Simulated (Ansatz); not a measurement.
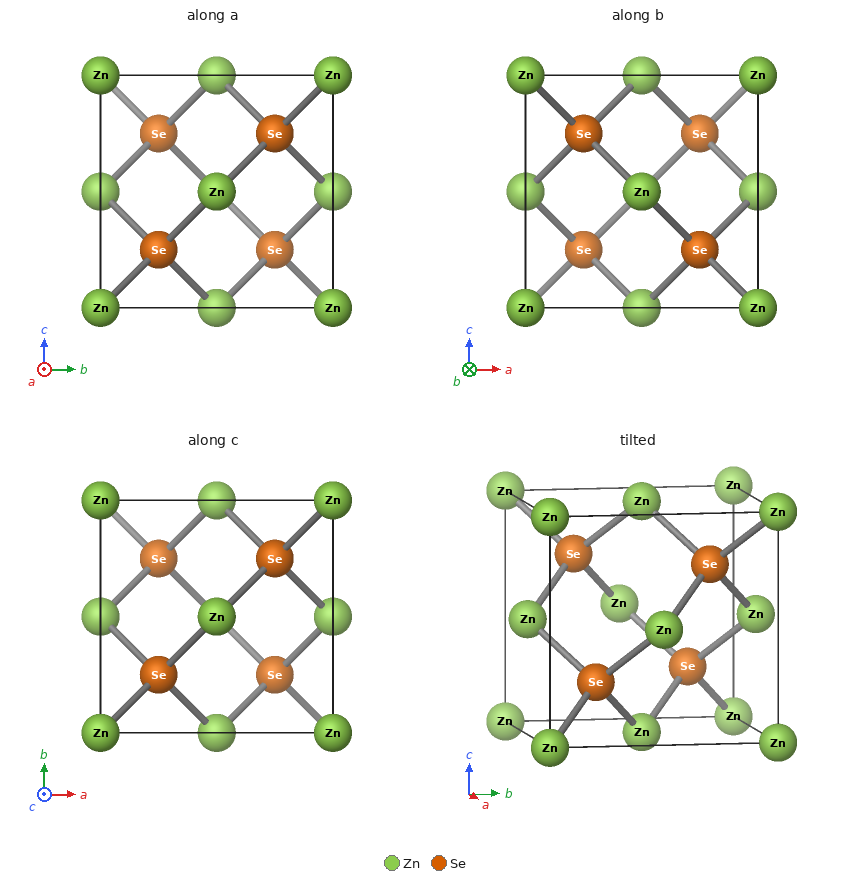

The image is a ball-and-stick drawing of a crystal, viewed along the a axis, along the b axis, along the c axis and slightly off an axis. The outline marks the conventional unit cell.

Lattice parameters: a = 5.5632 Å, b = 5.5632 Å, c = 5.5632 Å, α = 90.000°, β = 90.000°, γ = 90.000°.

Question: From the views, write a CIF with its space group and independent sites.

Answer:
```cif
data_structure
_symmetry_space_group_name_H-M 'F -4 3 m'
_symmetry_Int_Tables_number 216
_cell_length_a 5.5632
_cell_length_b 5.5632
_cell_length_c 5.5632
_cell_angle_alpha 90.000
_cell_angle_beta 90.000
_cell_angle_gamma 90.000
_cell_volume 172.18
loop_
_atom_site_label
_atom_site_type_symbol
_atom_site_symmetry_multiplicity
_atom_site_Wyckoff_symbol
_atom_site_fract_x
_atom_site_fract_y
_atom_site_fract_z
_atom_site_occupancy
Zn1 Zn 4 a 0.0000 0.0000 0.0000 1
Se1 Se 4 d 0.2500 0.2500 0.7500 1
```

The cell started as a structure type filled with these elements by a generator (whether the compound takes this form wasn't checked). Earlier steps of the study, as a rule a relaxation of our own, may have changed the cell and positions, so they can lie some per cent off the listed ones. An electronic-structure calculation with Ansatz was run on it.
